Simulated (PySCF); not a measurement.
System: C₄H₇PSSi (SMILES P[SiH2]c1cccs1).

```tsv
atom	x (Å)	y (Å)	z (Å)
P	3.0749	0.8740	-0.1005
Si	1.7139	-0.8912	0.1942
C	-0.0997	-0.4023	0.1979
C	-0.9746	-0.3538	-0.8492
C	-2.2601	0.1065	-0.4960
C	-2.3551	0.4096	0.8241
S	-0.8767	0.1390	1.6540
H	2.4313	1.6860	0.8182
H	2.3597	1.4121	-1.1572
H	2.0451	-1.4967	1.4854
H	1.9201	-1.8184	-0.9217
H	-0.7010	-0.6459	-1.8480
H	-3.0749	0.2055	-1.1911
H	-3.2036	0.7751	1.3679
```

Geometry: GFN2-xTB.

The calculation used PySCF, PBE0/pcSseg-1, SCF density, gas phase, non-relativistic.

Question: Predict the electron density and electron localisation function between the atoms.

Answer: C–C (1.36 Å): ρ is about 2.2 e/Å³ halfway; the ELF peaks at about 0.95 between the atoms (localised, covalent bonding).
C–S (1.72 Å): ρ at the midpoint is about 1.5 e/Å³; the ELF peaks at about 0.90 between the atoms (a covalent bond).
C–Si (1.88 Å): ρ is about 0.92 e/Å³ halfway; the ELF peaks at about 0.95 between the atoms (a covalent bond).
C–H (1.07 Å): ρ at the midpoint is about 2.1 e/Å³; the ELF climbs to about 1 towards the hydrogen, as it does in any bond to H (an ordinary covalent bond to hydrogen).

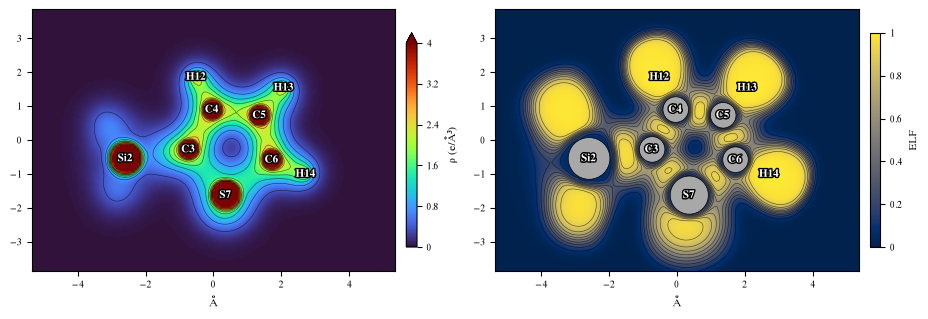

Computed electron density and electron localisation function on the plane of atoms C6, C5 and H13, in this order. Grey discs cover the atomic cores in the ELF map. 
